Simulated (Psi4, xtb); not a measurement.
Approach curve of the dimer H2O ··· CS2 (SMILES O and S=C=S). Monomers: optimised at B3LYP-D3(BJ) (def2-TZVP), held rigid. Orientation: a higher rigid-body minimum at GFN2-xTB. The monomers approach along the line of their centres of mass (distance R); nothing else relaxes.

Geometry at R = 3.42 Å (first 3 atoms: monomer A):
```
6

O     -0.0008     0.3896     0.0000
H      0.7654    -0.1932     0.0000
H     -0.7646    -0.1964     0.0000
S     -0.4883     0.7583    -3.9136
C     -0.2744    -0.6398    -3.2728
S     -0.0606    -2.0378    -2.6321
```

- B3LYP/def2-TZVP, counterpoise-corrected (Psi4)
- HF/aug-cc-pVTZ, counterpoise-corrected (Psi4)
- SCS-MP2/aug-cc-pVTZ = DF-SCS-MP2/aug-cc-pVTZ, frozen core, counterpoise-corrected (Psi4)
- B3LYP-D3(BJ)/def2-TZVP, counterpoise-corrected (Psi4)
- GFN1-xTB (xtb)

Interaction energies in kJ/mol (negative: bound); R is the distance of the centres of mass, d the H3···S6 distance.

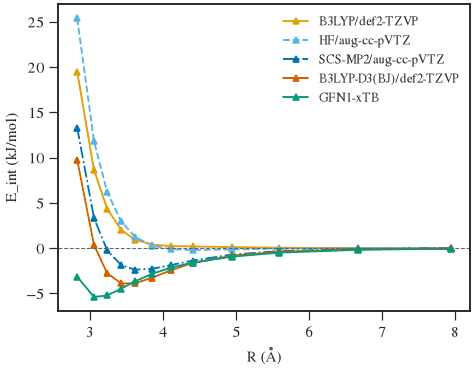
Interaction energy against separation.

| R / Å | d / Å | B3LYP/def2-TZVP | HF/aug-cc-pVTZ | SCS-MP2/aug-cc-pVTZ | B3LYP-D3(BJ)/def2-TZVP | GFN1-xTB |
|---|---|---|---|---|---|---|
| 2.82 | 2.76 | 19.49 | 25.37 | 13.30 | 9.76 | -3.16 |
| 3.05 | 2.96 | 8.63 | 11.81 | 3.33 | 0.34 | -5.40 |
| 3.23 | 3.12 | 4.35 | 6.21 | -0.23 | -2.76 | -5.23 |
| 3.42 | 3.29 | 2.03 | 2.96 | -1.87 | -3.89 | -4.48 |
| 3.61 | 3.46 | 0.93 | 1.25 | -2.38 | -3.89 | -3.68 |
| 3.85 | 3.68 | 0.39 | 0.26 | -2.28 | -3.26 | -2.82 |
| 4.11 | 3.92 | 0.22 | -0.12 | -1.87 | -2.42 | -2.14 |
| 4.40 | 4.20 | 0.18 | -0.21 | -1.38 | -1.66 | -1.60 |
| 4.94 | 4.71 | 0.11 | -0.15 | -0.72 | -0.83 | -0.94 |
| 5.58 | 5.32 | 0.04 | -0.06 | -0.33 | -0.41 | -0.51 |
| 6.66 | 6.37 | 0.01 | -0.01 | -0.10 | -0.14 | -0.19 |
| 7.94 | 7.63 | 0.01 | 0.00 | -0.03 | -0.04 | -0.07 |

Lowest grid point: B3LYP/def2-TZVP 0.01 kJ/mol at R = 7.94 Å; HF/aug-cc-pVTZ -0.21 kJ/mol at R = 4.40 Å; SCS-MP2/aug-cc-pVTZ -2.38 kJ/mol at R = 3.61 Å; B3LYP-D3(BJ)/def2-TZVP -3.89 kJ/mol at R = 3.61 Å; GFN1-xTB -5.40 kJ/mol at R = 3.05 Å.
